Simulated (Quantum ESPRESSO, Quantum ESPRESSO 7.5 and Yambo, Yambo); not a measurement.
**Quasiparticle gap of SrTiO3 (Tausonite) in Yambo**

Aim: the G0W0 gap of SrTiO3 (Tausonite) on PBE, step by step.

Main program and level: Quantum ESPRESSO 7.5 and Yambo 5.3.0; PBE and many-body steps on it, plane waves.

**The experiments to reproduce.**

- Gap 3.77 eV: direct gap (M0 critical point); spectroscopic ellipsometry, second-derivative fit; 300 K; bulk crystal (commercial single crystal) (“Optical probe of ferroelectric order in bulk and thin film perovskite titanates”, 2013, arxiv:1309.1245).

## Step 1: Starting point

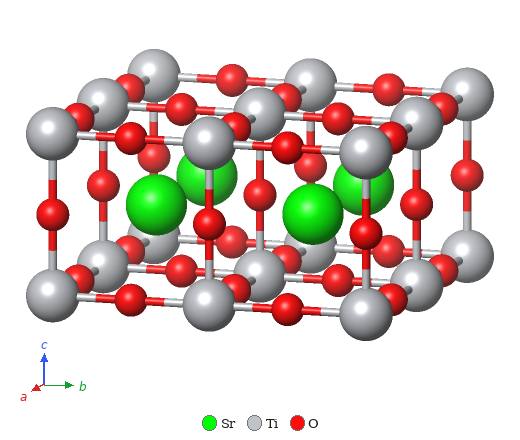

Start, viewed slightly off an axis; strontium green, titanium light grey, oxygen red. 2×2×1 cells are drawn. Some periodic images of atoms are drawn too.

The cell and positions come from the Crystallography Open Database and are kept as given unless a step says otherwise.

## Step 2: Ground state

This step: Quantum ESPRESSO 7.5; DFT, PBE, plane waves, norm-conserving pseudopotentials.

The ground-state density comes first.

Contents of pw.in:

```
&control
  calculation = 'scf'
  prefix = 'x'
  outdir = 'o'
  pseudo_dir = 'pseudo'
/
&system
  ibrav = 0
  nat = 5
  ntyp = 3
  ecutwfc = 76.0
  nbnd = 26
  force_symmorphic = .true.
/
&electrons
  conv_thr = 1e-10
  electron_maxstep = 80
  mixing_beta = 0.5
/
ATOMIC_SPECIES
  Sr 87.62 Sr.upf
  Ti 47.867 Ti.upf
  O 15.999 O.upf
CELL_PARAMETERS angstrom
  3.9052800000 0.0000000000 0.0000000000
  0.0000000000 3.9052800000 0.0000000000
  0.0000000000 0.0000000000 3.9052800000
ATOMIC_POSITIONS crystal
  Sr 0.5000000000 0.5000000000 0.5000000000
  Ti 0.0000000000 0.0000000000 0.0000000000
  O 0.5000000000 0.0000000000 0.0000000000
  O 0.0000000000 0.5000000000 0.0000000000
  O 0.0000000000 0.0000000000 0.5000000000
K_POINTS automatic
  6 6 6 0 0 0
```

Launch:

```
> OMP_NUM_THREADS=1 mpirun -n 8 pw.x -nk 8 -in pw.in > pw.out
```

What it wrote:

```text
Program PWSCF v.7.5 starts

     This program is part of the open-source Quantum ESPRESSO suite
     for quantum simulation of materials; please cite
         "P. Giannozzi et al., J. Phys.:Condens. Matter 21 395502 (2009);
         "P. Giannozzi et al., J. Phys.:Condens. Matter 29 465901 (2017);
         "P. Giannozzi et al., J. Chem. Phys. 152 154105 (2020);
     in publications or presentations arising from this work. More details at
     Message from routine setup:
     using ibrav=0 with symmetry is DISCOURAGED, use correct ibrav instead

     G-vector sticks info

     bravais-lattice index     =            0
     lattice parameter (alat)  =       7.3799  a.u.
     unit-cell volume          =     401.9325 (a.u.)^3
     number of atoms/cell      =            5
     number of atomic types    =            3
     number of electrons       =        40.00
     number of Kohn-Sham states=           26
     kinetic-energy cutoff     =      76.0000  Ry
     charge density cutoff     =     304.0000  Ry
     scf convergence threshold =      1.0E-10
     mixing beta               =       0.5000
     number of iterations used =            8  plain     mixing
     Exchange-correlation= PBE
                           (   1   4   3   4   0   0   0)

     celldm(1)=   7.379910  celldm(2)=   0.000000  celldm(3)=   0.000000
     celldm(4)=   0.000000  celldm(5)=   0.000000  celldm(6)=   0.000000

     crystal axes: (cart. coord. in units of alat)
               a(1) = (   1.000000   0.000000   0.000000 )
               a(2) = (   0.000000   1.000000   0.000000 )
               a(3) = (   0.000000   0.000000   1.000000 )

     reciprocal axes: (cart. coord. in units 2 pi/alat)
               b(1) = (  1.000000  0.000000  0.000000 )
               b(2) = (  0.000000  1.000000  0.000000 )
               b(3) = (  0.000000  0.000000  1.000000 )
     Pseudo is Norm-conserving + core correction, Zval = 10.0
     Generated using ONCVPSP code by D. R. Hamann
     Using radial grid of 1834 points,  6 beta functions with:
     Pseudo is Norm-conserving + core correction, Zval = 12.0
     Generated using ONCVPSP code by D. R. Hamann
     Using radial grid of 1586 points,  6 beta functions with:
     Pseudo is Norm-conserving + core correction, Zval =  6.0
     Generated using ONCVPSP code by D. R. Hamann
     Using radial grid of  936 points,  5 beta functions with:
     Sr               10.00    87.62000     Sr( 1.00)
     Ti               12.00    47.86700     Ti( 1.00)
     O                 6.00    15.99900     O ( 1.00)

     48 Sym. Ops., with inversion, found

   Cartesian axes

     site n.     atom                  positions (alat units)
         1        Sr     tau(   1) = (   0.5000000   0.5000000   0.5000000  )
         2        Ti     tau(   2) = (   0.0000000   0.0000000   0.0000000  )
         3        O      tau(   3) = (   0.5000000   0.0000000   0.0000000  )
         4        O      tau(   4) = (   0.0000000   0.5000000   0.0000000  )
         5        O      tau(   5) = (   0.0000000   0.0000000   0.5000000  )

     number of k points=    20
                       cart. coord. in units 2pi/alat
        k(    1) = (   0.0000000   0.0000000   0.0000000), wk =   0.0092593
        k(    2) = (   0.0000000   0.0000000   0.1666667), wk =   0.0555556
        k(    3) = (   0.0000000   0.0000000   0.3333333), wk =   0.0555556
        k(    4) = (   0.0000000   0.0000000  -0.5000000), wk =   0.0277778
        k(    5) = (   0.0000000   0.1666667   0.1666667), wk =   0.1111111
        k(    6) = (   0.0000000   0.1666667   0.3333333), wk =   0.2222222
        k(    7) = (   0.0000000   0.1666667  -0.5000000), wk =   0.1111111
        k(    8) = (   0.0000000   0.3333333   0.3333333), wk =   0.1111111
        k(    9) = (   0.0000000   0.3333333  -0.5000000), wk =   0.1111111
        k(   10) = (   0.0000000  -0.5000000  -0.5000000), wk =   0.0277778
     [... 8 further rows ...]
        k(   19) = (   0.3333333  -0.5000000  -0.5000000), wk =   0.0555556
        k(   20) = (  -0.5000000  -0.5000000  -0.5000000), wk =   0.0092593

     Dense  grid:    36041 G-vectors     FFT dimensions: (  45,  45,  45)

     Initial potential from superposition of free atoms

     starting charge      39.9901, renormalised to      40.0000
     Starting wfcs are   27 randomized atomic wfcs

     per-process dynamical memory:    36.9 Mb

     Self-consistent Calculation

     iteration #  1     ecut=    76.00 Ry     beta= 0.50

     total energy              =    -286.34705223 Ry
     estimated scf accuracy    <       1.82528620 Ry

     iteration #  2     ecut=    76.00 Ry     beta= 0.50

     total energy              =    -286.17401445 Ry
     estimated scf accuracy    <       4.25735772 Ry

     iteration #  3     ecut=    76.00 Ry     beta= 0.50

     total energy              =    -287.08882901 Ry
     estimated scf accuracy    <       0.24602598 Ry

     iteration #  4     ecut=    76.00 Ry     beta= 0.50

     total energy              =    -287.05726336 Ry
     estimated scf accuracy    <       0.08494564 Ry

     iteration #  5     ecut=    76.00 Ry     beta= 0.50

     total energy              =    -287.08109781 Ry
     estimated scf accuracy    <       0.01762176 Ry

     iteration #  6     ecut=    76.00 Ry     beta= 0.50

     total energy              =    -287.08118411 Ry
     estimated scf accuracy    <       0.00232619 Ry

     iteration #  7     ecut=    76.00 Ry     beta= 0.50

     total energy              =    -287.08179369 Ry
     estimated scf accuracy    <       0.00016312 Ry

     iteration #  8     ecut=    76.00 Ry     beta= 0.50

     total energy              =    -287.08179063 Ry
     estimated scf accuracy    <       0.00003424 Ry

     iteration #  9     ecut=    76.00 Ry     beta= 0.50

     total energy              =    -287.08179759 Ry
     estimated scf accuracy    <       0.00000027 Ry

     iteration # 10     ecut=    76.00 Ry     beta= 0.50

     total energy              =    -287.08179769 Ry
     estimated scf accuracy    <       0.00000009 Ry

     iteration # 11     ecut=    76.00 Ry     beta= 0.50

     total energy              =    -287.08179769 Ry
     estimated scf accuracy    <          8.1E-09 Ry

     iteration # 12     ecut=    76.00 Ry     beta= 0.50

     total energy              =    -287.08179770 Ry
     estimated scf accuracy    <          6.2E-10 Ry

     iteration # 13     ecut=    76.00 Ry     beta= 0.50

     End of self-consistent calculation

          k = 0.0000 0.0000 0.0000 (  4457 PWs)   bands (ev):

   -46.3526 -22.6721 -22.6270 -22.6270 -22.6270  -7.3121  -6.3299  -6.3299
    -4.6610  -4.6610  -4.6610   7.2355   7.2355   7.2355   8.8811   8.8811
     8.8811   9.6918   9.6918   9.6918  11.9546  11.9546  11.9546  14.4349
    14.4349  15.5056

          k = 0.0000 0.0000 0.1667 (  4525 PWs)   bands (ev):

   -46.3522 -22.7135 -22.6263 -22.6263 -22.5975  -7.3308  -6.3234  -6.3201
    -4.6493  -4.6493  -4.4854   6.8839   7.2187   7.2187   8.5465   8.5465
     8.6549   8.9454   9.5443   9.5443  11.9947  12.5241  12.5241  14.4403
    15.1720  15.9448

          k = 0.0000 0.0000 0.3333 (  4500 PWs)   bands (ev):

   -46.3515 -22.7663 -22.6248 -22.6248 -22.5679  -7.4554  -6.3002  -6.1422
    -4.6257  -4.6257  -4.1970   6.1332   7.2026   7.2026   7.9492   7.9766
     7.9766   8.2598   9.3794   9.3794  12.0782  13.4535  13.4535  14.4471
    16.2106  16.9464

          k = 0.0000 0.0000-0.5000 (  4484 PWs)   bands (ev):

     [... further k-points ...]

     highest occupied, lowest unoccupied level (ev):    10.0469   11.9546

!    total energy              =    -287.08179770 Ry
     estimated scf accuracy    <          3.5E-11 Ry

     The total energy is the sum of the following terms:
     one-electron contribution =     -75.45081456 Ry
     hartree contribution      =      60.40587187 Ry
     xc contribution           =     -59.54529617 Ry
     ewald contribution        =    -212.49155884 Ry

     convergence has been achieved in  13 iterations

     XML data file, charge density, pseudopotentials, collected wavefunctions

=------------------------------------------------------------------------------=
   JOB DONE.
=------------------------------------------------------------------------------=
```

It took 12 s on 8 MPI ranks of Arm Neoverse V1, shared host; peak memory 0.57 GiB; 87 s of CPU time.

Numbers from this step:

```yaml
total_energy: -3905.9468 eV
gap: 1.908 eV
k_of_the_valence_top: -0.5, -0.5, -0.5
k_of_the_conduction_bottom: 0, 0, 0
least_direct_gap: 2.263 eV
```

The gap is indirect, with the least direct gap 0.36 eV higher.

## Step 3: Bands along the symmetry lines

Levels along a band path, at the cheap level, show where the edges lie and whether the meshes to come will hold them.

Contents of pw.in:

```
&control
  calculation = 'bands'
  prefix = 'x'
  outdir = 'o'
  pseudo_dir = 'pseudo'
/
&system
  ibrav = 0
  nat = 5
  ntyp = 3
  ecutwfc = 76.0
  nbnd = 26
  force_symmorphic = .true.
/
&electrons
  conv_thr = 1e-9
  electron_maxstep = 80
  diago_full_acc = .true.
  diago_thr_init = 5e-6
/
ATOMIC_SPECIES
  Sr 87.62 Sr.upf
  Ti 47.867 Ti.upf
  O 15.999 O.upf
CELL_PARAMETERS angstrom
  3.9052800000 0.0000000000 0.0000000000
  0.0000000000 3.9052800000 0.0000000000
  0.0000000000 0.0000000000 3.9052800000
ATOMIC_POSITIONS crystal
  Sr 0.5000000000 0.5000000000 0.5000000000
  Ti 0.0000000000 0.0000000000 0.0000000000
  O 0.5000000000 0.0000000000 0.0000000000
  O 0.0000000000 0.5000000000 0.0000000000
  O 0.0000000000 0.0000000000 0.5000000000
K_POINTS crystal
  50
  0.00000000 0.00000000 0.00000000 1
  0.00000000 0.06250000 0.00000000 1
  0.00000000 0.12500000 0.00000000 1
  0.00000000 0.18750000 0.00000000 1
  0.00000000 0.25000000 0.00000000 1
  0.00000000 0.31250000 0.00000000 1
  0.00000000 0.37500000 0.00000000 1
  0.00000000 0.43750000 0.00000000 1
  0.00000000 0.50000000 0.00000000 1
  0.06250000 0.50000000 0.00000000 1
  0.12500000 0.50000000 0.00000000 1
  0.18750000 0.50000000 0.00000000 1
  0.25000000 0.50000000 0.00000000 1
  0.31250000 0.50000000 0.00000000 1
  0.37500000 0.50000000 0.00000000 1
  0.43750000 0.50000000 0.00000000 1
  0.50000000 0.50000000 0.00000000 1
  0.43750000 0.43750000 0.00000000 1
  0.37500000 0.37500000 0.00000000 1
  0.31250000 0.31250000 0.00000000 1
  0.25000000 0.25000000 0.00000000 1
  0.18750000 0.18750000 0.00000000 1
  0.12500000 0.12500000 0.00000000 1
  0.06250000 0.06250000 0.00000000 1
  0.00000000 0.00000000 0.00000000 1
  0.06250000 0.06250000 0.06250000 1
  0.12500000 0.12500000 0.12500000 1
  0.18750000 0.18750000 0.18750000 1
  0.25000000 0.25000000 0.25000000 1
  0.31250000 0.31250000 0.31250000 1
  0.37500000 0.37500000 0.37500000 1
  0.43750000 0.43750000 0.43750000 1
  0.50000000 0.50000000 0.50000000 1
  0.43750000 0.50000000 0.43750000 1
  0.37500000 0.50000000 0.37500000 1
  0.31250000 0.50000000 0.31250000 1
  0.25000000 0.50000000 0.25000000 1
  0.18750000 0.50000000 0.18750000 1
  0.12500000 0.50000000 0.12500000 1
  0.06250000 0.50000000 0.06250000 1
  0.00000000 0.50000000 0.00000000 1
  0.50000000 0.50000000 0.50000000 1
  0.50000000 0.50000000 0.43750000 1
  0.50000000 0.50000000 0.37500000 1
  0.50000000 0.50000000 0.31250000 1
  0.50000000 0.50000000 0.25000000 1
  0.50000000 0.50000000 0.18750000 1
  0.50000000 0.50000000 0.12500000 1
  0.50000000 0.50000000 0.06250000 1
  0.50000000 0.50000000 0.00000000 1
```

What it wrote:

```text
[banner, memory and clock lines left out]
Program PWSCF v.7.5 starts

     Atomic positions and unit cell read from directory:
     o/x.save/

     Message from routine setup:
     using ibrav=0 with symmetry is DISCOURAGED, use correct ibrav instead

     G-vector sticks info

     bravais-lattice index     =            0
     lattice parameter (alat)  =       7.3799  a.u.
     unit-cell volume          =     401.9325 (a.u.)^3
     number of atoms/cell      =            5
     number of atomic types    =            3
     number of electrons       =        40.00
     number of Kohn-Sham states=           26
     kinetic-energy cutoff     =      76.0000  Ry
     charge density cutoff     =     304.0000  Ry
     Exchange-correlation= PBE
                           (   1   4   3   4   0   0   0)

     celldm(1)=   7.379910  celldm(2)=   0.000000  celldm(3)=   0.000000
     celldm(4)=   0.000000  celldm(5)=   0.000000  celldm(6)=   0.000000

     crystal axes: (cart. coord. in units of alat)
               a(1) = (   1.000000   0.000000   0.000000 )
               a(2) = (   0.000000   1.000000   0.000000 )
               a(3) = (   0.000000   0.000000   1.000000 )

     reciprocal axes: (cart. coord. in units 2 pi/alat)
               b(1) = (  1.000000  0.000000  0.000000 )
               b(2) = (  0.000000  1.000000  0.000000 )
               b(3) = (  0.000000  0.000000  1.000000 )
     Pseudo is Norm-conserving + core correction, Zval = 10.0
     Generated using ONCVPSP code by D. R. Hamann
     Using radial grid of 1834 points,  6 beta functions with:
     Pseudo is Norm-conserving + core correction, Zval = 12.0
     Generated using ONCVPSP code by D. R. Hamann
     Using radial grid of 1586 points,  6 beta functions with:
     Pseudo is Norm-conserving + core correction, Zval =  6.0
     Generated using ONCVPSP code by D. R. Hamann
     Using radial grid of  936 points,  5 beta functions with:
     Sr               10.00    87.62000     Sr( 1.00)
     Ti               12.00    47.86700     Ti( 1.00)
     O                 6.00    15.99900     O ( 1.00)

     48 Sym. Ops., with inversion, found

   Cartesian axes

     site n.     atom                  positions (alat units)
         1        Sr     tau(   1) = (   0.5000000   0.5000000   0.5000000  )
         2        Ti     tau(   2) = (   0.0000000   0.0000000   0.0000000  )
         3        O      tau(   3) = (   0.5000000   0.0000000   0.0000000  )
         4        O      tau(   4) = (   0.0000000   0.5000000   0.0000000  )
         5        O      tau(   5) = (   0.0000000   0.0000000   0.5000000  )

     number of k points=    50
                       cart. coord. in units 2pi/alat
        k(    1) = (   0.0000000   0.0000000   0.0000000), wk =   0.0400000
        k(    2) = (   0.0000000   0.0625000   0.0000000), wk =   0.0400000
        k(    3) = (   0.0000000   0.1250000   0.0000000), wk =   0.0400000
[...]
[... 38 further rows ...]
        k(   49) = (   0.5000000   0.5000000   0.0625000), wk =   0.0400000
        k(   50) = (   0.5000000   0.5000000   0.0000000), wk =   0.0400000

     Dense  grid:    36041 G-vectors     FFT dimensions: (  45,  45,  45)

     The potential is recalculated from file :
     o/x.save/charge-density

     Starting wfcs are   27 randomized atomic wfcs

     Band Structure Calculation

     End of band structure calculation

          k = 0.0000 0.0000 0.0000 (  4457 PWs)   bands (ev):

   -46.3527 -22.6721 -22.6271 -22.6271 -22.6271  -7.3121  -6.3299  -6.3299
    -4.6610  -4.6610  -4.6610   7.2355   7.2355   7.2355   8.8811   8.8811
     8.8811   9.6918   9.6918   9.6918  11.9545  11.9545  11.9545  14.4348
    14.4349  15.5056

          k = 0.0000 0.0625 0.0000 (  4485 PWs)   bands (ev):

[...]
14.5651  15.5703

          k = 0.0000 0.1250 0.0000 (  4509 PWs)   bands (ev):

[...]
14.8962  15.7606

[...]
k = 0.5000 0.5000 0.0625 (  4496 PWs)   bands (ev):

[...]
17.9530  18.3910

          k = 0.5000 0.5000 0.0000 (  4500 PWs)   bands (ev):

[...]
-4.5566  -4.2411  -4.2411   5.4282   5.5333   5.8694   7.2143   7.2143
     8.3223   8.4929   8.4929   9.9609  13.8854  13.8854  14.3483  15.4144
    17.9844  18.3561

     XML data file, pseudopotentials, collected wavefunctions
```

It took 6.8 s on 8 MPI ranks; peak memory 0.53 GiB; 51 s of CPU time.

This step gave:

| Property | Result |
| --- | --- |
| gap | 1.908 eV |
| k of the valence top | 0.5, 0.5, 0.5 |
| k of the conduction bottom | 0, 0, 0 |
| least direct gap | 2.263 eV |

The gap is 1.908 eV, as in the run before at this level.

Electronic bands along the path, in eV, zero at the top of the highest filled band:

```csv
point,band 17,band 18,band 19,band 20,band 21,band 22,band 23,band 24
Γ,-1.17,-0.36,-0.36,-0.36,1.91,1.91,1.91,4.39
X,-2.34,-1.96,-0.73,-0.73,2.07,3.83,3.83,4.40
M,-1.72,-1.55,-1.55,-0.09,3.84,3.84,4.30,5.37
Γ,-1.17,-0.36,-0.36,-0.36,1.91,1.91,1.91,4.39
R,-3.71,0.00,0.00,0.00,4.52,4.52,4.52,7.00
X,-2.34,-1.96,-0.73,-0.73,2.07,3.83,3.83,4.40
jump to R,-3.71,0.00,0.00,0.00,4.52,4.52,4.52,7.00
M,-1.72,-1.55,-1.55,-0.09,3.84,3.84,4.30,5.37
```

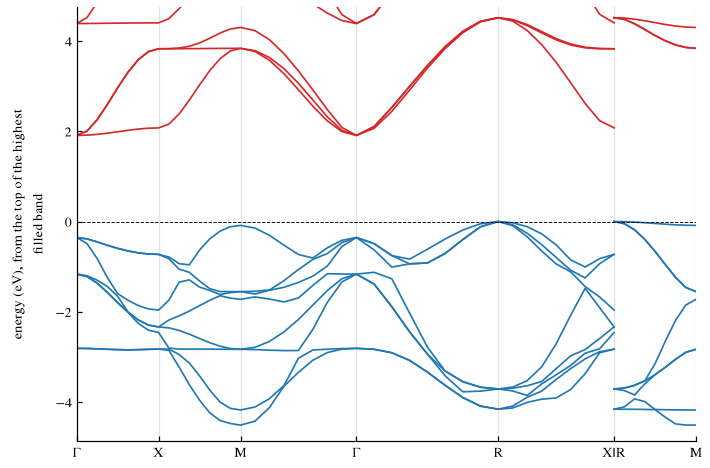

Electronic bands along the path; lines of filled and empty bands in two colours.

(Part 1 of 3 ends here.)

[Paths, hosts, dates, memory and timing lines, banners, echoed tables and standing remarks are left out of the program output.]

[Logs are printed without paths, hosts, clocks, repeated set-up lines and the standing remarks that a program may print on its own settings, such as how far it seeks lower states.]

[Runs of the session that timed out or met a known fault of the program may be left out.]

[Hosts, paths, dates, database ids (printed as entryN), source tags and the programs' standing remarks are cut or masked in the printed files.]
